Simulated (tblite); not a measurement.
**Geometry relaxation of C$_{3}$H$_{9}$P**

- system: C$_{3}$H$_{9}$P (trimethylphosphine)
- method: GFN2-xTB geometry optimisation, gas phase (tblite 0.8.0)

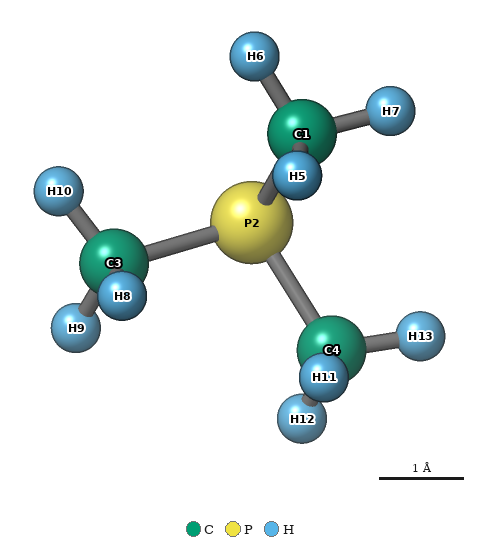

Fig. 1: The structure as given in the input (ball-and-stick view, seen at a tilt; atoms are numbered from 1 in the order of the input). Bond lengths as drawn: C–H 1.08 to 1.10 Å and C–P 1.82 to 1.84 Å.

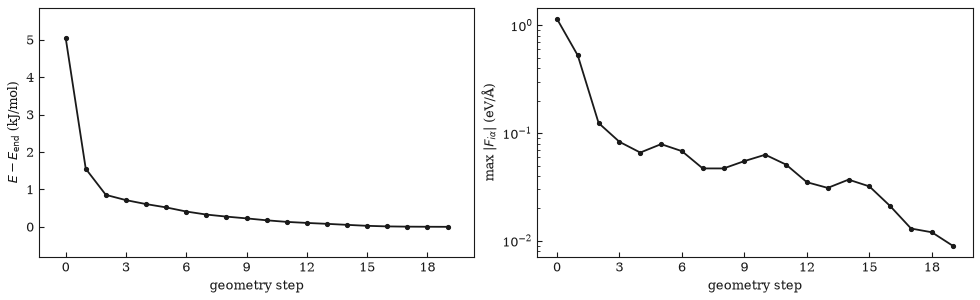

Fig. 2: Progress of the relaxation, step by step (steps are counted from 0).

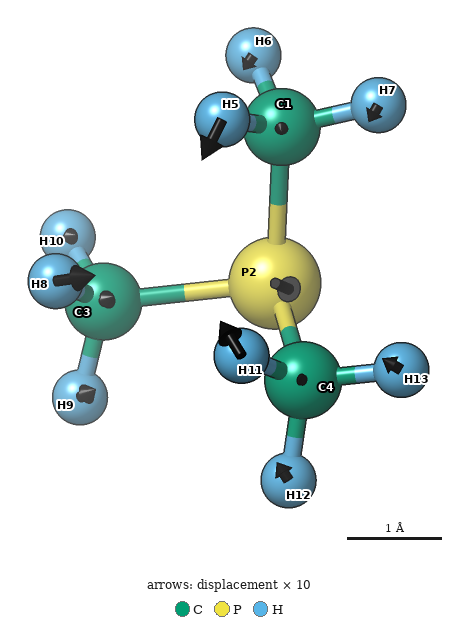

Fig. 3: The starting structure with the displacements as black arrows, magnified 10 times (ball-and-stick view, seen at a tilt). The two geometries are laid on each other by the best rigid fit. The largest move after the best rigid fit is that of P2, 0.058 Å. Largest moves by element: P 0.058 Å, H 0.051 Å, C 0.021 Å. Distances before and after: C1–P2 1.823 → 1.853 Å, P2–C4 1.830 → 1.854 Å, C1–H7 1.103 → 1.088 Å, P2–C3 1.845 → 1.853 Å. Among the angles that change: C1–P2–C3 100.1° → 97.9°, P2–C1–H6 111.1° → 109.0°. The energy falls by 5.05 kJ/mol in 19 geometry steps. Largest force component: 1.2 eV/Å at the start, 0.009 eV/Å at the end. (Atoms are counted from 1 in the order of the input.)

The input and output of the run follow.

### Input
```
{"job": {"kind": "relax", "xc": "GFN2-xTB", "basis": "xTB"}, "charge": 0, "multiplicity": 1}
C     -0.413000     1.534000     0.393000
P     -0.202200    -0.191300     0.942200
C      1.526800    -0.500700     0.378400
C     -1.134000    -1.068600    -0.365600
H     -0.158800     1.659900    -0.653100
H      0.201200     2.210400     0.981200
H     -1.462300     1.849600     0.519200
H      1.651200    -0.224500    -0.673800
H      1.783200    -1.556400     0.492600
H      2.222100     0.091100     0.968700
H     -0.822200    -0.769200    -1.360300
H     -0.986900    -2.159500    -0.269500
H     -2.209400    -0.874200    -0.249200
```

The first line tells a small driver script what to run in tblite; the rest is the geometry in Å.

Launched with:
```bash
OMP_NUM_THREADS=1 python <driver script> task.json out
```

### Output
```
step      E/eV     max force
  0    -367.84289    1.241
  1    -367.87918    0.560
  2    -367.88641    0.129
  3    -367.88786    0.113
  4    -367.88896    0.081
  5    -367.88988    0.090
  6    -367.89102    0.086
  7    -367.89186    0.068
  8    -367.89243    0.053
  9    -367.89292    0.069
 10    -367.89345    0.072
 11    -367.89389    0.055
 12    -367.89418    0.038
 13    -367.89443    0.041
 14    -367.89471    0.039
 15    -367.89498    0.037
 16    -367.89514    0.027
 17    -367.89521    0.016
 18    -367.89524    0.014
 19    -367.89526    0.009
```

### Trajectory as extended XYZ (Å, eV, eV/Å), 8 of the 20 frames kept, from step=0 to step=19
```
13
Properties=species:S:1:pos:R:3:forces:R:3 step=0 energy=-367.84289
C    -0.4130    1.5340    0.3930   -0.4990   0.6590  -0.3080
P    -0.2022   -0.1913    0.9422    0.0270  -0.4630   1.1510
C     1.5268   -0.5007    0.3784    0.1660   0.0030  -0.4980
C    -1.1340   -1.0686   -0.3656   -0.3910  -0.5840  -0.2800
H    -0.1588    1.6599   -0.6531    0.1110   0.0060  -0.2860
H     0.2012    2.2104    0.9812    0.0780  -0.0790   0.1170
H    -1.4623    1.8496    0.5192    0.3340  -0.2230   0.0460
H     1.6512   -0.2245   -0.6738   -0.0150  -0.0340   0.0470
H     1.7832   -1.5564    0.4926   -0.1180   0.1360   0.0600
H     2.2221    0.0911    0.9687   -0.0520  -0.0020   0.1010
H    -0.8222   -0.7692   -1.3603    0.0410   0.0910  -0.2040
H    -0.9869   -2.1595   -0.2695   -0.0010   0.4800   0.0520
H    -2.2094   -0.8742   -0.2492    0.3200   0.0090   0.0020
13
Properties=species:S:1:pos:R:3:forces:R:3 step=3 energy=-367.88786
C    -0.4205    1.5470    0.3846    0.0360  -0.0830  -0.0110
P    -0.2029   -0.2038    0.9754   -0.0090   0.0240   0.0010
C     1.5296   -0.4991    0.3681   -0.0650   0.0330  -0.0010
C    -1.1397   -1.0782   -0.3725    0.0760   0.0650   0.0520
H    -0.1545    1.6592   -0.6647    0.0290  -0.0410  -0.0450
H     0.2034    2.2069    0.9850    0.0060  -0.0430   0.0070
H    -1.4584    1.8436    0.5219   -0.0120  -0.0390   0.0200
H     1.6499   -0.2243   -0.6779   -0.0470   0.0130  -0.0520
H     1.7786   -1.5518    0.4946   -0.0410   0.0290   0.0070
H     2.2188    0.0899    0.9713   -0.0330  -0.0090   0.0110
H    -0.8209   -0.7657   -1.3656    0.0230   0.0420   0.0050
H    -0.9863   -2.1500   -0.2672    0.0170  -0.0100   0.0130
H    -2.2017   -0.8733   -0.2492    0.0190   0.0190  -0.0070
13
Properties=species:S:1:pos:R:3:forces:R:3 step=5 energy=-367.88988
C    -0.4188    1.5431    0.3824   -0.0150  -0.0130  -0.0020
P    -0.2036   -0.2039    0.9805    0.0150   0.0410  -0.0790
C     1.5255   -0.4964    0.3665   -0.0200   0.0080  -0.0110
C    -1.1352   -1.0749   -0.3701   -0.0010  -0.0130   0.0090
H    -0.1517    1.6558   -0.6695   -0.0010  -0.0550   0.0550
H     0.2040    2.2029    0.9859   -0.0050  -0.0470  -0.0280
H    -1.4586    1.8396    0.5237    0.0560  -0.0450  -0.0160
H     1.6460   -0.2232   -0.6823   -0.0610   0.0040   0.0360
H     1.7747   -1.5488    0.4953   -0.0370   0.0180  -0.0100
H     2.2157    0.0890    0.9723   -0.0250   0.0090  -0.0140
H    -0.8189   -0.7620   -1.3656    0.0320   0.0300   0.0600
H    -0.9847   -2.1491   -0.2659    0.0210   0.0430   0.0010
H    -2.1989   -0.8717   -0.2497    0.0400   0.0180  -0.0020
13
Properties=species:S:1:pos:R:3:forces:R:3 step=8 energy=-367.89243
C    -0.4170    1.5365    0.3794   -0.0050   0.0170   0.0170
P    -0.2035   -0.2012    0.9814   -0.0080  -0.0370   0.0330
C     1.5185   -0.4921    0.3641    0.0210  -0.0190   0.0140
C    -1.1294   -1.0711   -0.3668   -0.0300  -0.0130  -0.0200
H    -0.1477    1.6445   -0.6708   -0.0040  -0.0280   0.0100
H     0.2054    2.1926    0.9841    0.0290   0.0190  -0.0110
H    -1.4547    1.8295    0.5239   -0.0210   0.0080  -0.0330
H     1.6331   -0.2206   -0.6850   -0.0310   0.0160   0.0210
H     1.7647   -1.5435    0.4949   -0.0090  -0.0340  -0.0220
H     2.2086    0.0898    0.9716    0.0120   0.0390  -0.0250
H    -0.8113   -0.7529   -1.3588    0.0470   0.0190   0.0150
H    -0.9795   -2.1440   -0.2639    0.0250  -0.0040  -0.0070
H    -2.1915   -0.8669   -0.2503   -0.0250   0.0160   0.0080
13
Properties=species:S:1:pos:R:3:forces:R:3 step=11 energy=-367.89389
C    -0.4166    1.5341    0.3808    0.0110  -0.0330   0.0140
P    -0.2048   -0.2041    0.9853   -0.0190  -0.0040   0.0510
C     1.5167   -0.4925    0.3652   -0.0280  -0.0010   0.0150
C    -1.1298   -1.0704   -0.3668    0.0320   0.0310   0.0310
H    -0.1463    1.6333   -0.6692    0.0050  -0.0130  -0.0180
H     0.2100    2.1900    0.9810   -0.0020   0.0290  -0.0010
H    -1.4551    1.8256    0.5187   -0.0190   0.0340  -0.0050
H     1.6207   -0.2167   -0.6829   -0.0090   0.0050  -0.0150
H     1.7584   -1.5457    0.4910    0.0320  -0.0060  -0.0090
H     2.2067    0.0957    0.9671    0.0160  -0.0110  -0.0130
H    -0.8000   -0.7450   -1.3522    0.0070   0.0030  -0.0090
H    -0.9732   -2.1418   -0.2643   -0.0150  -0.0200  -0.0210
H    -2.1911   -0.8621   -0.2500   -0.0120  -0.0150  -0.0200
13
Properties=species:S:1:pos:R:3:forces:R:3 step=14 energy=-367.89471
C    -0.4162    1.5306    0.3828   -0.0150   0.0250  -0.0080
P    -0.2073   -0.2062    0.9940    0.0110   0.0180  -0.0130
C     1.5129   -0.4930    0.3670    0.0030   0.0010  -0.0100
C    -1.1273   -1.0679   -0.3639   -0.0090  -0.0210  -0.0030
H    -0.1449    1.6245   -0.6691   -0.0010  -0.0230   0.0300
H     0.2117    2.1916    0.9784   -0.0280  -0.0020  -0.0140
H    -1.4559    1.8272    0.5149    0.0370   0.0100   0.0040
H     1.6116   -0.2141   -0.6823   -0.0230  -0.0110   0.0200
H     1.7589   -1.5467    0.4875    0.0210   0.0260  -0.0020
H     2.2073    0.0972    0.9626    0.0010  -0.0290  -0.0030
H    -0.7926   -0.7399   -1.3482   -0.0080   0.0010   0.0310
H    -0.9717   -2.1414   -0.2675   -0.0180   0.0220  -0.0120
H    -2.1910   -0.8615   -0.2527    0.0290  -0.0170  -0.0200
13
Properties=species:S:1:pos:R:3:forces:R:3 step=16 energy=-367.89514
C    -0.4164    1.5295    0.3839   -0.0070   0.0210  -0.0060
P    -0.2084   -0.2061    0.9986    0.0110   0.0010  -0.0200
C     1.5105   -0.4932    0.3678    0.0170   0.0020  -0.0080
C    -1.1257   -1.0669   -0.3617   -0.0150  -0.0190  -0.0130
H    -0.1441    1.6178   -0.6675    0.0040  -0.0140   0.0050
H     0.2106    2.1931    0.9761   -0.0080   0.0030   0.0020
H    -1.4546    1.8297    0.5131    0.0070   0.0030   0.0090
H     1.6049   -0.2133   -0.6810   -0.0200  -0.0060   0.0010
H     1.7614   -1.5457    0.4853    0.0020   0.0080   0.0040
H     2.2082    0.0958    0.9598    0.0040  -0.0080   0.0120
H    -0.7889   -0.7369   -1.3441    0.0030   0.0090   0.0130
H    -0.9724   -2.1405   -0.2704    0.0000   0.0000   0.0050
H    -2.1895   -0.8627   -0.2560    0.0020   0.0000  -0.0040
13
Properties=species:S:1:pos:R:3:forces:R:3 step=19 energy=-367.89526
C    -0.4167    1.5302    0.3838    0.0030  -0.0060   0.0020
P    -0.2080   -0.2060    0.9982   -0.0030  -0.0010   0.0030
C     1.5110   -0.4930    0.3676   -0.0010   0.0020   0.0010
C    -1.1261   -1.0677   -0.3620    0.0040   0.0040   0.0020
H    -0.1435    1.6152   -0.6671    0.0030   0.0010  -0.0070
H     0.2100    2.1939    0.9759    0.0010   0.0050   0.0030
H    -1.4543    1.8307    0.5134   -0.0060   0.0030   0.0030
H     1.6019   -0.2135   -0.6812   -0.0020   0.0000  -0.0090
H     1.7621   -1.5452    0.4851    0.0000  -0.0030   0.0020
H     2.2089    0.0950    0.9602    0.0040   0.0010   0.0040
H    -0.7878   -0.7354   -1.3426    0.0020   0.0030  -0.0060
H    -0.9725   -2.1409   -0.2706    0.0010  -0.0080   0.0030
H    -2.1894   -0.8629   -0.2570   -0.0070   0.0000  -0.0010
```

### Key numbers

- outcome: converged
- total energy: −367.8953 eV
- hardware: 1 CPU thread, shared host
- peak memory: 0.18 GiB
